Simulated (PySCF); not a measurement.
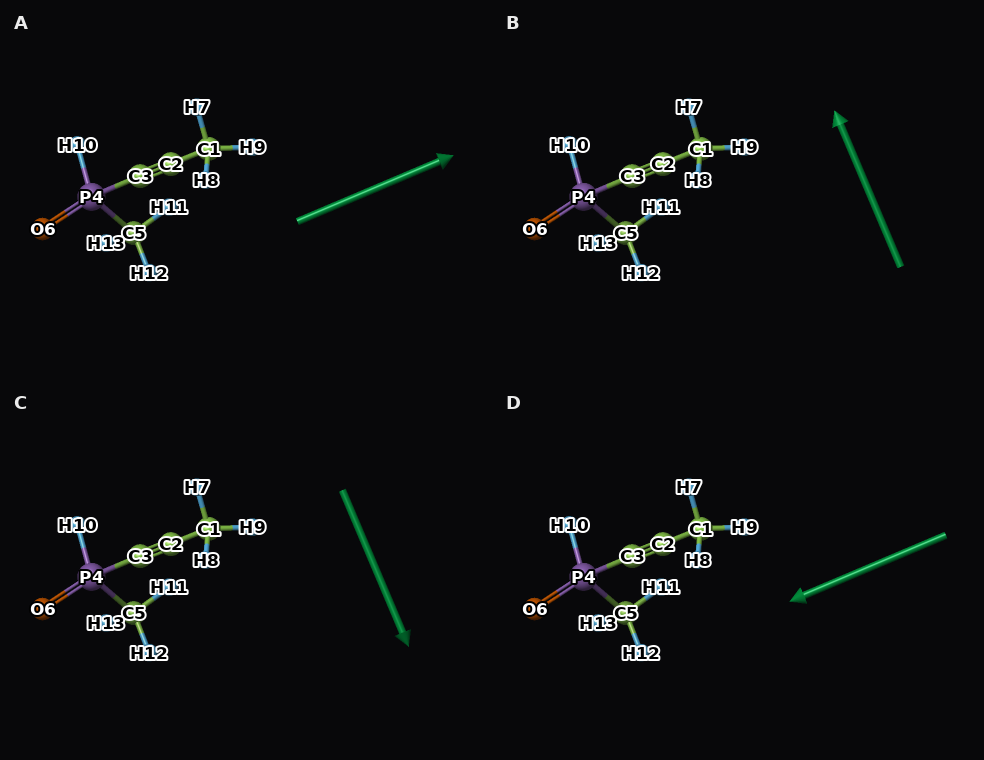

The same molecule four times, each with an arrow. The computed structure is the end point of a GFN2-xTB optimisation. No frequency run is at hand to confirm it as a minimum. Properties computed with PBE0/def2-SVPD, gas phase (PySCF 2.14.0).

Question: Which arrow points along the dipole moment, from the negative to the positive end?

Answer: A. The dipole moment is 4.91 D; it points from the side of O6 to the side of H9 (the outermost atoms at the two ends).

The geometry is semi-empirical. Around P such bond lengths and angles can be off by a tenth of an ångström or more and by several degrees, and values that hang on the shape move with them.
